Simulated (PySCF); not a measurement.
```xyz
20

C     2.8804   -0.5073    0.9304
C     1.9441   -0.3433    0.0051
C     2.0936    0.6790   -1.0819
Si    0.3572   -1.3730   -0.0057
Cl    0.1584   -2.2914   -1.8080
C    -1.1350   -0.2563    0.1810
C    -1.3584    0.9623    0.6922
Cl   -0.3680    2.1114    1.4679
C    -2.8195    1.0137    0.3697
C    -2.5938   -0.3974   -0.2262
H     3.7840    0.0836    0.9401
H     2.7848   -1.2352    1.7184
H     3.0424    1.2051   -1.0006
H     1.2842    1.4056   -1.0240
H     2.0378    0.2000   -2.0586
H     0.3829   -2.4111    1.0263
H    -3.4839    1.0547    1.2308
H    -3.1106    1.7805   -0.3457
H    -3.1278   -1.1953    0.2840
H    -2.7579   -0.4748   -1.2982
```

Geometry: GFN2-xTB.

Theory: PBE0/pcSseg-1, SCF density, gas phase, non-relativistic (PySCF).

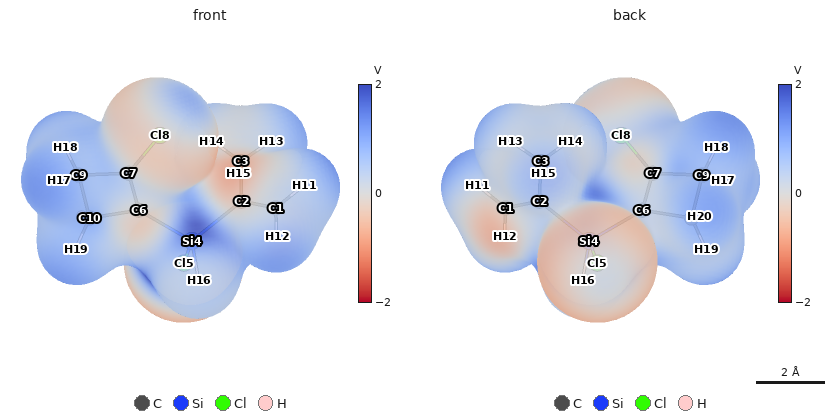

C7H10Cl2Si. The electrostatic potential painted on the density surface at 0.004 e/bohr³, seen from the front and from behind; red is negative and blue positive.

Where is the surface potential most negative and most positive?

Answer. The most negative region (about −0.7 V) lies over C1, C2 and Cl8, the most positive (about +1.7 V) over Si4. Cl8 shows a σ-hole: about +0.9 V at the tip opposite its bond, against about −0.3 V on its flanks.
